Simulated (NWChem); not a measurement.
**C2H2O (oxirene): levels of theory compared**

Aim: a comparison of 5 runs (HF/STO-3G, HF/3-21G, M06-2X/aug-cc-pVDZ, B3LYP/aug-cc-pVDZ, SVWN5/aug-cc-pVDZ) of C2H2O (oxirene). 

The calculation is run with NWChem 7.3.0.

### 1 The structure to begin with

The species is C2H2O (5 atoms), meant as a singlet with charge 0. SMILES: `C1=CO1`. The coordinates come from a PBE0-D4/def2-TZVP relaxation.

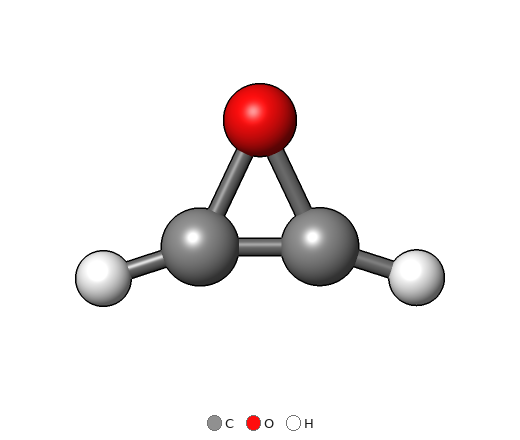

Viewed from a chosen angle; carbon grey, oxygen red, hydrogen white.

### 2 Energy and gradient at HF/STO-3G (run 1)

nw.nw reads:

```
start nw
title "C2H2O hf"
memory 2200 mb

geometry noautosym nocenter noautoz
  C    -0.550820   -0.179980   -0.281690
  C     0.460490    0.413850    0.178260
  O     0.401180   -1.038480    0.459010
  H    -1.479160   -0.375050   -0.779730
  H     1.168330    1.179640    0.424140
end

basis spherical bse
  * library STO-3G
end

scf
  thresh 1e-08
  maxiter 80
  print low
end

task scf gradient
```

Started as:

```sh
$ nwchem nw.nw > nw.out
```

What it wrote:

```text
[...]
  functions       =    17
[...]
  wavefunction    = RHF
[...]
         Total SCF energy =   -149.623245523637
      One-electron energy =   -327.768486082438
      Two-electron energy =    116.256487263832
 Nuclear repulsion energy =     61.888753294969
        Time for solution =      0.4s
[...]
                         RHF ENERGY GRADIENTS
    atom               coordinates                        gradient
                 x          y          z           x          y          z
   1 C      -1.040899  -0.340113  -0.532317    0.001565   0.000408   0.000810
   2 C       0.870200   0.782063   0.336863   -0.001244  -0.001315  -0.000432
   3 O       0.758120  -1.962443   0.867403   -0.005005   0.013037  -0.005743
   4 H      -2.795207  -0.708742  -1.473476    0.003617  -0.005316   0.003266
   5 H       2.207824   2.229196   0.801508    0.001067  -0.006814   0.002099
 Task  times  cpu:        0.5s     wall:        0.5s
 Total times  cpu:        0.5s     wall:        0.5s
```

Wall time 1 s (1 thread of Intel Xeon Platinum 8259CL at 2.50GHz (Skylake/Cascade Lake), shared host); peak memory 0.1 GiB.

### 3 Energy and gradient at HF/3-21G (run 2)

c2h2o.nw reads:

```
start c2h2o
memory total 2200 mb
charge 0

geometry units atomic noautosym nocenter noautoz
C   -1.04089894  -0.34011291  -0.53231695
C    0.87019998   0.78206316   0.33686258
O    0.75812033  -1.96244279   0.86740319
H   -2.79520729  -0.70874178  -1.47347615
H    2.20782372   2.22919653   0.80150844
end

basis spherical bse
C library 3-21G
O library 3-21G
H library 3-21G
end

scf
thresh 1e-08
maxiter 80
noprint "final vectors analysis"
end

task scf gradient
```

Started as:

```sh
$ nwchem c2h2o.nw > c2h2o.out
```

What it wrote:

```text
[...]
  functions       =    31
[...]
  wavefunction    = RHF
[...]
         Total SCF energy =   -150.723433860097
      One-electron energy =   -327.647123029800
      Two-electron energy =    115.034940354546
 Nuclear repulsion energy =     61.888748815157
        Time for solution =      0.5s
[...]
                         RHF ENERGY GRADIENTS
    atom               coordinates                        gradient
                 x          y          z           x          y          z
   1 C      -1.040899  -0.340113  -0.532317    0.020076  -0.023682   0.016817
   2 C       0.870200   0.782063   0.336863    0.002261  -0.034174   0.008741
   3 O       0.758120  -1.962443   0.867403   -0.020616   0.053403  -0.023597
   4 H      -2.795207  -0.708742  -1.473476   -0.011432  -0.003982  -0.005784
   5 H       2.207824   2.229197   0.801508    0.009711   0.008434   0.003822
[...]
```

Run time: 1.2 s. Hardware: 1 thread of Intel Xeon Platinum 8259CL at 2.50GHz (Skylake/Cascade Lake), shared host; peak memory 0.1 GiB.

Runs 3 to 4 aren't shown in full; the table further down has their settings and results.

### 4 Energy and forces at SVWN5/aug-cc-pVDZ (run 5)

a.xyz reads:

```xyz
5

C     -0.550820    -0.179980    -0.281690
C      0.460490     0.413850     0.178260
O      0.401180    -1.038480     0.459010
H     -1.479160    -0.375050    -0.779730
H      1.168330     1.179640     0.424140
```

run.py reads:

```python
from ase.io import read
from ase.calculators.nwchem import NWChem

molecule = read('a.xyz')

calc = NWChem(
    label='a',
    theory='dft',
    memory='2200 mb',
    basis='aug-cc-pVDZ',
    basispar='spherical bse',
    dft={'xc': 'slater vwn_5', 'mult': '1', 'grid': 'xfine', 'convergence': 'energy 1e-08', 'iterations': '100', 'mulliken': None},
)
molecule.calc = calc

forces = molecule.get_forces()
e = molecule.get_potential_energy()
print(f"E = {e:.6f} eV")
print("forces (eV/A):")
for s, f in zip(molecule.symbols, forces):
    print(f"{s:2s} {f[0]:10.5f} {f[1]:10.5f} {f[2]:10.5f}")
print("dipole (e A):", molecule.get_dipole_moment().round(4))
```

Started as:

```sh
$ export ASE_NWCHEM_COMMAND="nwchem PREFIX.nwi > PREFIX.nwo"
$ python run.py
```

What it wrote:

```text
E = -4115.460603 eV
forces (eV/A):
C    -0.80455   -0.49967   -0.35980
C     0.82183    0.45493    0.37965
O     0.13365   -0.34576    0.15288
H    -0.58559   -0.10434   -0.31835
H     0.43462    0.49483    0.14568
dipole (e A): [-0.1543  0.3995 -0.1765]
```

The calculator wrote a.nwi:

```
title "a"

permanent_dir a

scratch_dir a

start a

geometry units angstrom nocenter noautosym noautoz
  C  -5.5081999999999998e-01 -1.7998000000000000e-01 -2.8169000000000000e-01
  C  4.6049000000000001e-01 4.1385000000000000e-01 1.7826000000000000e-01
  O  4.0117999999999998e-01 -1.0384800000000001e+00 4.5900999999999997e-01
  H  -1.4791600000000000e+00 -3.7504999999999999e-01 -7.7973000000000003e-01
  H  1.1683300000000001e+00 1.1796400000000000e+00 4.2414000000000002e-01
end

memory 2200 mb

basis spherical bse noprint
   * library aug-cc-pVDZ
end

dft
  xc slater vwn_5
  mult 1
  grid xfine
  convergence energy 1e-08
  iterations 100
  mulliken
end

task dft gradient
```

a.nwo:

```text
Northwest Computational Chemistry Package (NWChem) 7.3.0
             --------------------------------------------------------

           Job information
           ---------------

    nwchem branch   = 7.3.0
    use scalapack   = T
    input           = a.nwi
    prefix          = a.
    data base       = a/a.db
    status          = startup
    nproc           =        1

           Memory information
           ------------------

[... 5 lines left out ...]
    hardfail = no
[... 99 lines left out ...]
  convergence criterion.
[... 38 lines left out ...]
          Spatial weights used:  Erf1
[... 32 lines left out ...]
 1-e energy   =    -327.024380
[... 51 lines left out ...]
           Coulomb energy =      134.619431910103
[... 682 lines left out ...]
          Convergence on density requested:  1.00D-05
[... 24 lines left out ...]
          total energy or number of iterations.
[... 36 lines left out ...]
                 ----------------------------------------
                 |  Time  |  1-e(secs)   |  2-e(secs)   |
                 ----------------------------------------
                 |  CPU   |       0.01   |       5.10   |
                 ----------------------------------------
                 |  WALL  |       0.01   |       5.10   |
                 ----------------------------------------

 Task  times  cpu:       28.1s     wall:       28.1s
 Total times  cpu:       28.2s     wall:       28.2s
```

Wall time 29 s (1 thread of Intel Xeon Platinum 8259CL at 2.50GHz (Skylake/Cascade Lake), shared host); peak memory 0.13 GiB.

### 5 The series

| run | level | iteration cap | module | energy (Eh) | largest force (eV/Å) | wall time |
| --- | --- | --- | --- | --- | --- | --- |
| 1 | HF/STO-3G | 80 | scf | -149.623246 | 0.776 | 1 s |
| 2 | HF/3-21G | 80 | scf | -150.723434 | 3.184 | 1.2 s |
| 3 | M06-2X/aug-cc-pVDZ | 100 | dft | -152.436255 | 0.749 | 50 s |
| 4 | B3LYP/aug-cc-pVDZ | 100 | dft | -152.494225 | 1.084 | 42 s |
| 5 | SVWN5/aug-cc-pVDZ | 100 | dft | -151.240389 | 1.013 | 29 s |

### 6 Summary of results

| quantity | value |
| --- | --- |
| run 5: total energy | -151.24039 Eh |
| run 5: dipole moment | 2.23 D |
| run 5: HOMO energy | -4.57 eV |
| run 5: LUMO energy | -1.81 eV |
| run 5: HOMO–LUMO gap | 2.77 eV |
| run 5: largest force on an atom | 1.013 eV/Å |

In words: Over runs 2, 4, 5 the dipole moment (its size) runs from 2.23 D (SVWN5/aug-cc-pVDZ) to 2.94 D (HF/3-21G). The two ends differ in method and basis. Totals of different functionals can't be ranked against each other. In run 1 the basis is minimal, so the values are rough. All runs together took 2.1 min, the longest 50 s.
